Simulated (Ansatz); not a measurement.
The calculation's input:

```
crystal:
  periodic: [false, false, false]
  atoms:
    - { symbol: Si, position_ang: [-1.7388, -1.31, -0.0748] }
    - { symbol: O, position_ang: [-0.1836, -0.9225, 0.1152] }
    - { symbol: Si, position_ang: [0.7905, 0.3907, 0.2611] }
    - { symbol: H, position_ang: [-2.2072, -0.5792, -1.3147] }
    - { symbol: H, position_ang: [0.7703, 1.2125, -0.9703] }
    - { symbol: H, position_ang: [0.3898, 1.2165, 1.4381] }
    - { symbol: H, position_ang: [2.2402, -0.0761, 0.4996] }
basis:
  gaussian: { orbitals: "6-31G" }
hamiltonian:
  xc: blyp
  dispersion: d4
relax:
  f_tol: 0.02
  max_steps: 40
scf:
  lower_state_search: "off"
output:
  orbitals: {}
```

Run with:

```sh
ansatz run input.yaml --threads 1 --pin off --max-ram 2048MiB --backend cpu --events-out ev --progress --plain --runs-dir out
```

The fields are those of the run's last geometry, not of the input's.

The calculation used RKS BLYP-D4/6-31G (Ansatz).

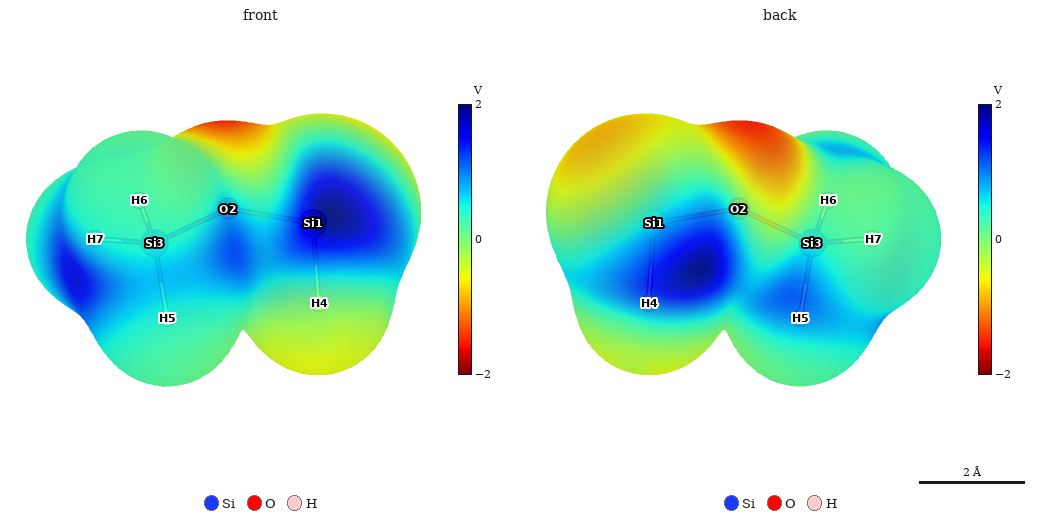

H$_{4}$OSi$_{2}$ (SMILES [SiH]O[SiH3]). The molecular electrostatic potential painted on the density surface at 0.002 e/bohr³, seen from the front and from behind; the colour scale runs from red (negative) to blue (positive).

Q: Where is the surface potential most negative and most positive?

A: The most negative region (about −1.5 V) lies over O2, the most positive (about +1.9 V) over Si1. O2 is the likeliest acceptor of a hydrogen bond.
